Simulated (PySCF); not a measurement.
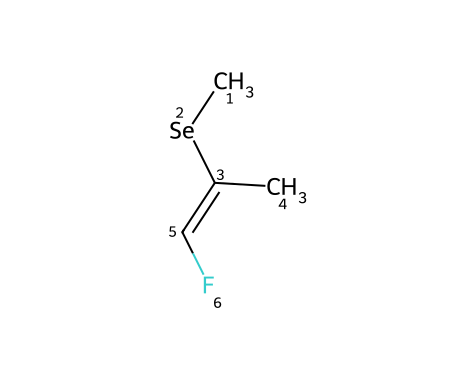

Skeletal drawing with numbered atoms; wedges and dashes mark any stereocentres. The configuration is that of a computed structure (PBE0-D3(BJ)/def2-SVP).

**What are the Cahn–Ingold–Prelog descriptors?**

C3=C5: E.

**Write the isomeric SMILES.**

C[Se]/C(C)=C/F
